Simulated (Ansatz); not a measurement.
**NO2F (nitryl fluoride): levels of theory compared**

Wanted: a comparison of 6 runs (BHLYP/STO-3G, BLYP/STO-3G, SVWN5/STO-3G, UPBE/STO-3G, revPBE/STO-3G, CCSDTQ/STO-3G) of NO2F (nitryl fluoride). 

Program for the calculation: Ansatz 0.2.0.

58 further runs of the same task are left out: 10 that didn't finish, 48 set aside as unsound or not needed.

**1. The structure to begin with**

NO2F: 4 atoms, total charge 0, spin state singlet. As SMILES, `O=[N+]([O-])F`. The N2–O1 distance was set to 1.432 Å, away from the relaxed value.

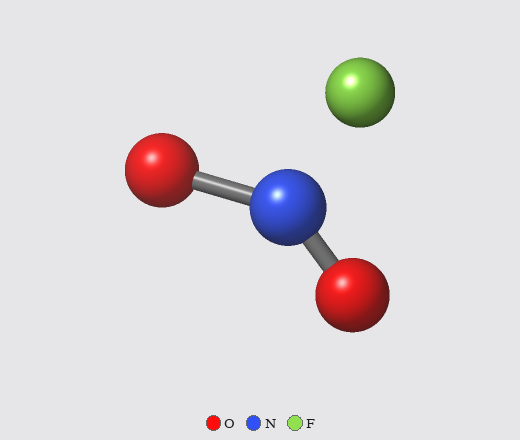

Viewed from a chosen angle; oxygen red, nitrogen blue, fluorine green.

**2. A single-point energy at BHLYP/STO-3G (run 1)**

The input, molecule.yaml:

```yaml
basis:
  gaussian:
    orbitals: STO-3G
crystal:
  periodic: [false, false, false]
  atoms:
    - {symbol: O, position_ang: [0.208496, 0.606990, 1.364057]}
    - {symbol: N, position_ang: [0.109710, -0.098240, 0.122020]}
    - {symbol: O, position_ang: [0.475520, -1.064170, -0.373030]}
    - {symbol: F, position_ang: [-0.773970, 0.696460, -0.864650]}
hamiltonian:
  xc: {name: BHLYP}
accuracy: high
```

Started as:

```console
$ ansatz run molecule.yaml --threads 1 --pin off --max-ram 2610MiB --events-out events.jsonl --progress --plain --runs-dir runs
```

Standard output:

```text
Warning: RAYON_NUM_THREADS=1 ignored (pool sized by the plan → 1); use --threads N
Functional definition: BHLYP
  name "BHLYP"
  parameter a = 0.5
  exchange = (1 - a)*b88_x + a*exact_x
  correlation = lyp_c
366 factors; integrals over basis functions are off by at most 4.2e-8 eV
mean field evaluation 1: about -8166.5854 eV, gradient 5.5e1 eV
mean field evaluation 2: about -8142.2027 eV, gradient 1.0e2 eV
mean field evaluation 4: about -8175.2979 eV, gradient 3.3e0 eV
mean field evaluation 8: about -8175.4404 eV, gradient 4.6e-1 eV
mean field evaluation 16: about -8175.4412 eV, gradient 1.2e-5 eV
mean field -8175.44123316 eV, -300.4419238054 hartree, gradient 3.0e-8 eV, S^2 0.000000; 0 other end points of the search recorded, 0 dependent functions left out
reference -8175.44124433 eV, -300.4419242159 hartree; 16, 16 occupied and 4, 4 virtual orbitals, 366 factors
Total energy: -8175.44124433 eV, -300.4419242159 hartree
```

Wall time 1 s (1 thread of Arm Neoverse V1, shared host); peak memory 0.091 GiB.

**3. The energy at BLYP/STO-3G (run 2)**

The input, molecule.yaml:

```yaml
basis:
  gaussian:
    orbitals: STO-3G
crystal:
  periodic: [false, false, false]
  atoms:
    - symbol: O
      position_ang: [0.208496, 0.606990, 1.364057]
    - symbol: "N"
      position_ang: [0.109710, -0.098240, 0.122020]
    - symbol: O
      position_ang: [0.475520, -1.064170, -0.373030]
    - symbol: F
      position_ang: [-0.773970, 0.696460, -0.864650]
hamiltonian:
  xc: {name: BLYP}
accuracy: high
```

Started as:

```console
$ ansatz run molecule.yaml --threads 1 --pin off --max-ram 2610MiB --events-out events.jsonl --progress --plain --runs-dir runs
```

Standard output:

```text
Warning: RAYON_NUM_THREADS=1 ignored (pool sized by the plan → 1); use --threads N
Functional definition: BLYP
  name "BLYP"
  parameter beta = 0.0042
  parameter a = 0.04918
  parameter b = 0.132
  parameter c = 0.2533
  parameter d = 0.349
  exchange = b88_x(beta = beta)
  correlation = lyp_c(a = a, b = b, c = c, d = d)
366 factors; integrals over basis functions are off by at most 4.2e-8 eV
mean field evaluation 1: about -8171.7379 eV, gradient 4.6e1 eV
mean field evaluation 2: about -8033.1246 eV, gradient 1.5e2 eV
mean field evaluation 4: about -8160.7023 eV, gradient 7.6e1 eV
mean field evaluation 8: about -8177.8891 eV, gradient 2.8e-1 eV
mean field -8177.88940827 eV, -300.5318925815 hartree, gradient 8.0e-8 eV, S^2 0.000000; 0 other end points of the search recorded, 0 dependent functions left out
reference -8177.88943054 eV, -300.5318933998 hartree; 16, 16 occupied and 4, 4 virtual orbitals, 366 factors
Total energy: -8177.88943054 eV, -300.5318933998 hartree
```

It took 1.1 s on 1 thread of Arm Neoverse V1, shared host; peak memory 0.091 GiB.

Runs 3 to 5 aren't shown in full; the table further down has their settings and results.

**4. The energy at CCSDTQ/STO-3G (run 6)**

The input, input.yaml:

```yaml
crystal:
  periodic: [false, false, false]
  atoms:
    - {symbol: O, position_ang: [0.208496, 0.606990, 1.364057]}
    - {symbol: "N", position_ang: [0.109710, -0.098240, 0.122020]}
    - {symbol: O, position_ang: [0.475520, -1.064170, -0.373030]}
    - {symbol: F, position_ang: [-0.773970, 0.696460, -0.864650]}
basis:
  gaussian:
    orbitals: STO-3G
magnetization:
  spin_polarized: false
  initial_magnetization: 0
scf:
  omitted_lower_state_checks: [cluster_reference, increment]
correlation:
  method: ccsdtq
  frozen_orbitals: {F: 1, "N": 1, O: 1}
accuracy: high
```

Started as:

```console
$ ansatz run input.yaml --threads 1 --pin off --max-ram 2610MiB --events-out events.jsonl --progress --plain --runs-dir runs
```

Standard output, shortened:

```text
Warning: RAYON_NUM_THREADS=1 ignored (pool sized by the plan → 1); use --threads N
Functional definition: HF
  name "HF"
[...]
366 factors; integrals over basis functions are off by at most 4.2e-8 eV
[...]
mean field -8142.04794156 eV, -299.2147429739 hartree, gradient 9.3e-8 eV, S^2 0.000000; 0 other end points of the search recorded, 0 dependent functions left out; unrestricted orbitals would lower it
4 core orbitals not correlated: weight in the atoms' cores, before any rotation towards them, 1.000 or more for the frozen orbitals, at most 0.000 for the correlated occupied ones
reference -8142.04794156 eV, -299.2147429739 hartree; 12, 12 occupied and 4, 4 virtual orbitals, 366 factors
second order -6.00785353 eV of doubles, -0.00000000 eV of singles
cycle   1  -6.08520834 eV  change   -7.7e-2 eV  update   1.9e-1
[...]
cycle  38  -7.77740302 eV  change    1.3e-9 eV  update   1.9e-9
Total energy: -8149.82534458 eV, -299.5005572632 hartree
Checks for a lower state left out: cluster_reference, increment
```

It took 25 s on 1 thread of Arm Neoverse V1, shared host; peak memory 0.28 GiB.

**5. The series**

| run | level | frozen core orbitals | energy (Eh) | wall time |
| --- | --- | --- | --- | --- |
| 1 | BHLYP/STO-3G | – | -300.441924 | 1 s |
| 2 | BLYP/STO-3G | – | -300.531893 | 1.1 s |
| 3 | SVWN5/STO-3G | – | -298.458855 | 0.74 s |
| 4 | UPBE/STO-3G | – | -300.328727 | 1.9 s |
| 5 | revPBE/STO-3G | – | -300.566848 | 1.1 s |
| 6 | CCSDTQ/STO-3G | 4 | -299.500557 | 25 s |

**6. Outcome**

| quantity | value |
| --- | --- |
| run 6: total energy | -299.50056 Eh |
| run 6: correlation energy (4 core orbitals frozen) | -285.8 mEh |
| run 6: T1 diagnostic | 0.047 |

Totals of different functionals can't be ranked against each other. In run 6 the log says that unrestricted orbitals would lower the reference, so the values rest on an unstable closed-shell determinant (other closed-shell runs at this shape may share the fault). In runs 1, 2, 3, 4, 5, 6 the basis is minimal, so the values are rough. All runs together took 31 s, the longest 25 s.
